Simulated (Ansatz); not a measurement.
Input file:

```
crystal:
  periodic: [false, false, false]
  atoms:
    - {symbol: C, position_ang: [-1.601329, 0.561912, 1.149582]}
    - {symbol: B, position_ang: [-0.282333, -0.140384, 1.569413]}
    - {symbol: Si, position_ang: [1.035696, -0.991133, 0.304818]}
    - {symbol: O, position_ang: [0.607796, -0.950279, -1.293171]}
    - {symbol: C, position_ang: [0.597669, 0.252264, -2.020616]}
    - {symbol: H, position_ang: [-1.327856, 1.631884, 1.112433]}
    - {symbol: H, position_ang: [-2.401615, 0.497882, 1.891150]}
    - {symbol: H, position_ang: [-1.983418, 0.305247, 0.159952]}
    - {symbol: H, position_ang: [0.012345, -0.152558, 2.735997]}
    - {symbol: H, position_ang: [1.181593, -2.435550, 0.637760]}
    - {symbol: H, position_ang: [2.374057, -0.337380, 0.474603]}
    - {symbol: H, position_ang: [1.599450, 0.695568, -2.078467]}
    - {symbol: H, position_ang: [0.256055, 0.039780, -3.035504]}
    - {symbol: H, position_ang: [-0.081011, 0.993547, -1.579153]}
basis:
  gaussian: {orbitals: def2-TZVPP}
hamiltonian: {xc: pbe0, dispersion: d4}
output: {orbitals: {seedname: orbitals}}
```

Command:

```sh
ansatz run in.yaml --threads 4 --pin off --events-out ev --progress --plain --max-ram 10444MiB
```

Geometry: PBE0-D4/def2-TZVP.

The calculation used RKS PBE0-D4/def2-TZVPP (Ansatz).

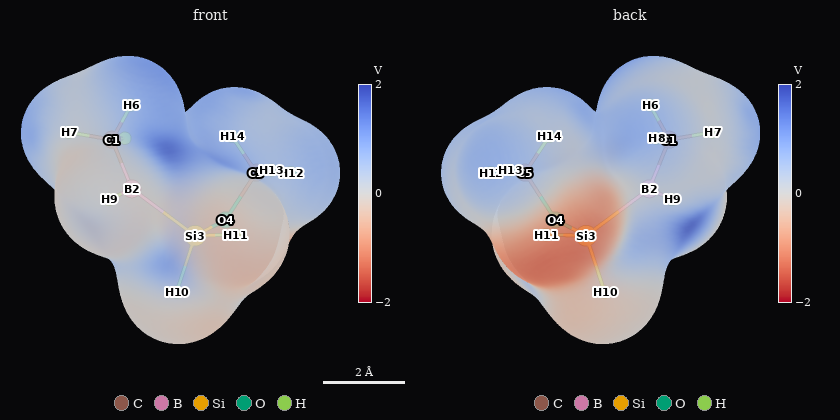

C2H9BOSi (SMILES CB[SiH2]OC). The electrostatic potential painted on the density surface at 0.002 e/bohr³, seen from the front and from behind; the colour scale runs from red (negative) to blue (positive).

Q: Which sites attract a positive test charge, and which a negative one?

A: A positive charge is drawn to the negative regions and a negative charge to the positive ones. The most negative region (about −1.4 V) lies over O4, the most positive (about +1.6 V) over B2. O4 is the likeliest acceptor of a hydrogen bond.
